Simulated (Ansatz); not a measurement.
| atom | x (Å) | y (Å) | z (Å) |
| --- | --- | --- | --- |
| Ga | -0.5911 | -0.7325 | -0.0090 |
| Ga | 0.0755 | 2.2332 | 0.0369 |
| Te | -2.3777 | 0.9341 | 0.0284 |
| Te | 0.9931 | -2.6346 | -0.0491 |
| Te | 1.9003 | 0.1999 | -0.0072 |

Geometry: r2SCAN-D4/def2-SVP; core potentials replace the inner electrons of Te.

All numbers below come from RKS PBE0-D4/def2-TZVP (Ansatz).

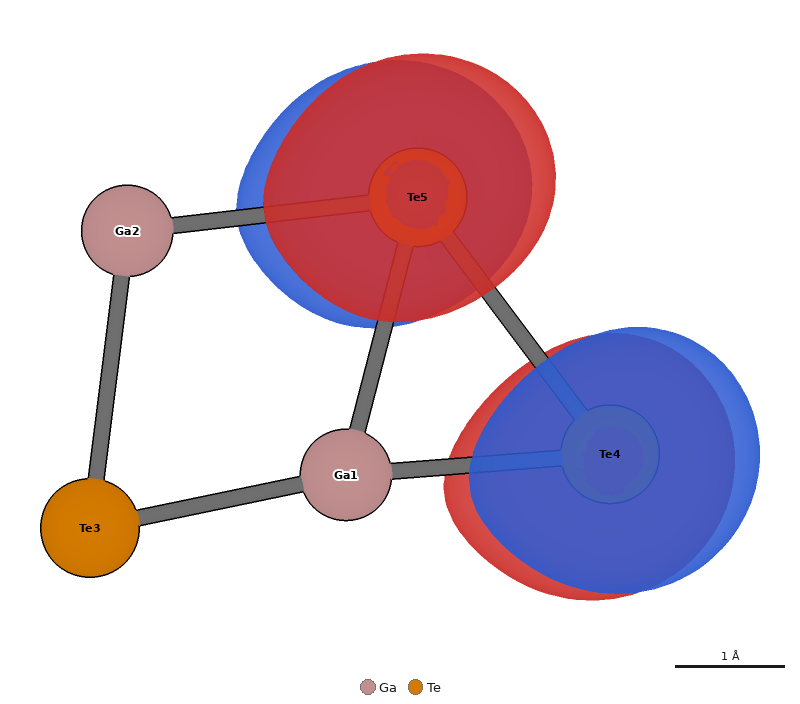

Ga2Te3. The HOMO at ±0.1 Å⁻³ᐟ² (blue and red are the two phases), seen across its widest extent.

### Describe this orbital and give its energy.

It lies mainly on Te4 (about 45 %) and Te5 (about 45 %); it changes sign across the molecular plane (π type); π-antibonding (a node) across Te4–Te5. Its energy is −6.20 eV.
